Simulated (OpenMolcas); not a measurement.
# W²⁺ among point charges: CASSCF levels and susceptibility

Aim: the splitting of the states of W²⁺ in the field of 5 point charges, its lowest levels with spin-orbit coupling and its magnetic susceptibility.

Method: state-averaged CASSCF, spin-orbit coupling by RASSI with atomic mean-field integrals. Code: OpenMolcas 26.06.

1 further run of the same task is left out (it didn't finish).

## Step 1: The atom as given

```
Species                           : W²⁺ (tungsten, Z = 74, 72 electrons)
Basis                             : ANO-RCC-VTZP [8s7p5d3f2g1h], 104 functions
Scalar Hamiltonian                : DKH2, point nucleus
Inactive shells                   : 1s 2s 2p 3s 3p 3d 4s 4p 4d 4f 5s 5p
Active space                      : 4 electrons in 5 orbitals (5d)
Some configurations of this space : 5d⁴
Orbitals                          : optimised for each spin and parity, averaged over all roots
```

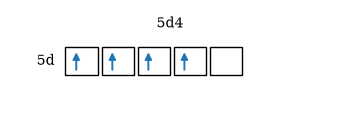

The shells outside the core, filled by Hund's rule for the drawing.

The ion sits among 5 point charges of -2 e arranged as a square pyramid (C4v), 2.12 Å from the ion, with the axial distance 2.311 Å. The active orbitals were held to one l.

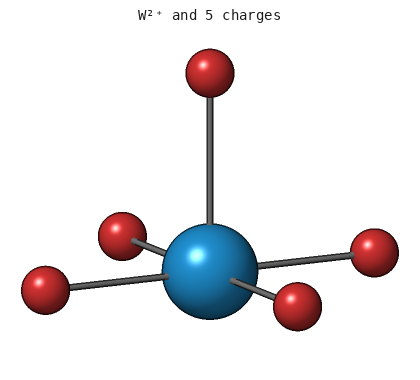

The ion and the point charges (red).

Each step is its own input file, run in one work folder so that later steps find the files of earlier ones. Labels, J, g values, rates, χT and fits are worked out afterwards by a script from the matrices that RASSI stores.

## Step 2: Basis and integrals

File a.inp:

```
&GATEWAY
Coord
1

W 0.0 0.0 0.0
Basis=ANO-RCC-VTZP
Group=NoSym
NoMove
AngMom=0.0 0.0 0.0
AMFI
XField
5 Angstrom 0
2.120000 0.000000 0.000000 -2.000000
0.000000 2.120000 0.000000 -2.000000
-2.120000 0.000000 0.000000 -2.000000
0.000000 -2.120000 0.000000 -2.000000
0.000000 0.000000 2.310800 -2.000000
&SEWARD
```

The run is started by

```sh
$ OMP_NUM_THREADS=1 MOLCAS_MEM=1689 MOLCAS_PROJECT=a pymolcas a.inp > a.log
```

## Step 3: Reference wave functions, quintets, 5 roots

File a.inp:

```
&RASSCF
FileOrb=start.orb
Symmetry=1
Spin=5
nActEl=4 0 0
Inactive=34
Ras2=5
CIRoot=5 5 1
SDav=5
CIMx=300
Iter=120 100
PrWF=0.3
OrbListing=Nothing
MaxOrb=0
SupSym
1
25 10 11 12 13 14 19 20 21 22 23 35 36 37 38 39 52 53 54 55 56 57 58 59
60 61
>>> COPY $Project.JobIph JOB001
```

start.orb holds the contracted functions of the basis, ordered by shell, or the orbitals of the step before.

## Step 4: Reference wave functions, triplets, 45 roots

File a.inp:

```
&RASSCF
FileOrb=start.orb
Symmetry=1
Spin=3
nActEl=4 0 0
Inactive=34
Ras2=5
CIRoot=45 45 1
SDav=45
CIMx=300
Iter=120 100
PrWF=0.3
OrbListing=Nothing
MaxOrb=0
SupSym
1
25 10 11 12 13 14 19 20 21 22 23 35 36 37 38 39 52 53 54 55 56 57 58 59
60 61
>>> COPY $Project.JobIph JOB002
```

## Step 5: Reference wave functions, singlets, 50 roots

File a.inp:

```
&RASSCF
FileOrb=start.orb
Symmetry=1
Spin=1
nActEl=4 0 0
Inactive=34
Ras2=5
CIRoot=50 50 1
SDav=50
CIMx=300
Iter=120 100
PrWF=0.3
OrbListing=Nothing
MaxOrb=0
SupSym
1
25 10 11 12 13 14 19 20 21 22 23 35 36 37 38 39 52 53 54 55 56 57 58 59
60 61
>>> COPY $Project.JobIph JOB003
```

## Step 6: State interaction with spin-orbit coupling

File a.inp:

```
&RASSI
NrOfJobIphs=3 5 45 50
1 2 3 4 5
1 2 3 4 5 6 7 8 9 10 11 12 13 14 15 16 17 18 19 20 21 22 23 24 25 26 27
28 29 30 31 32 33 34 35 36 37 38 39 40 41 42 43 44 45
1 2 3 4 5 6 7 8 9 10 11 12 13 14 15 16 17 18 19 20 21 22 23 24 25 26 27
28 29 30 31 32 33 34 35 36 37 38 39 40 41 42 43 44 45 46 47 48 49 50
IphNames
JOB001
JOB002
JOB003
EJob
SpinOrbit
DIPRint=1.0
SOCoupling=1000.0
Subsets=2
Property=9
'ANGMOM' 1 'ANGMOM' 2 'ANGMOM' 3 'MLTPL  1' 1 'MLTPL  1' 2 'MLTPL  1' 3
'AMFI' 1 'AMFI' 2 'AMFI' 3
SOProperty=3
'ANGMOM' 1 'ANGMOM' 2 'ANGMOM' 3
```

**Question.** What will these runs give? Wanted: spin-free ground state; first state of the same spin within the active space; lowest level; next level.

As calculated:

```
                                            quantity                                value
                                              method                               CASSCF
                              spin-free ground state  quintet, 1-fold in its orbital part
first state of the same spin within the active space                quintet at 15200 cm⁻¹
                                        lowest level                               1-fold
                                          next level                           457.8 cm⁻¹
                                         χT at 300 K                       1.11 cm³ K/mol
                           effective moment at 300 K                              2.98 μB
```

The spin-free ground state (quintet) comes to 100 % from free-ion D terms and keeps the highest spin of the shell. χT at 300 K is 1.11, against 3.01 cm³ K/mol for the spin alone, so spin-orbit coupling lowers it. An active space of the d shell alone favours high spin; real ions in strong fields can be low spin. The field of point charges can differ much from that of real complexes. With metal d orbitals alone active, the gaps between spin states are rough; where two lie within a few thousand cm-1, their order is open. Point charges carry no covalency, so the field is a model and not that of real ligands.
